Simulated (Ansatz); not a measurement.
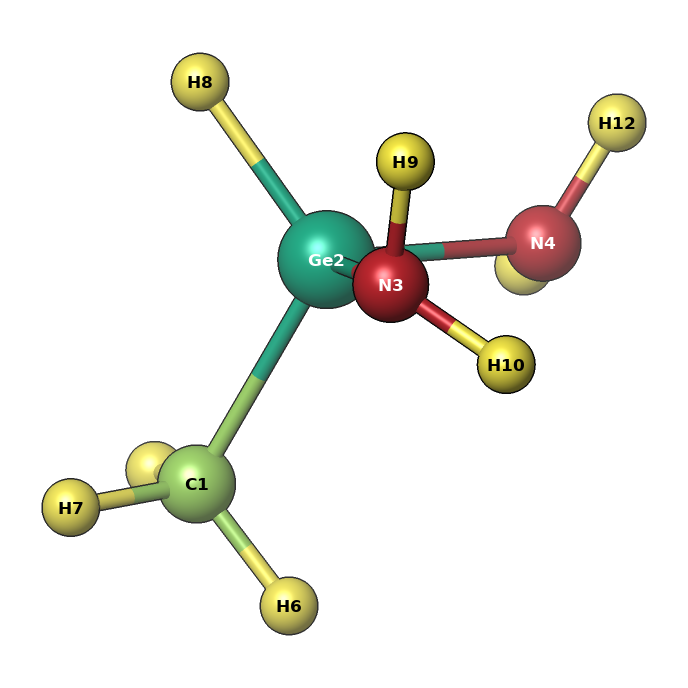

Ge2 lies behind N3. The molecule seen a little off the N3–Ge2 bond, N3 in front. Atoms fade into the background with distance from the viewer. Computed geometry: PBE0-D4/def2-TZVP optimisation. No frequency run is at hand to confirm it as a minimum.

Question: What is the torsion angle H9–N3–Ge2–N4? The sign is positive where the front bond must turn clockwise to cover the back bond.

Answer: 90°, about perpendicular.
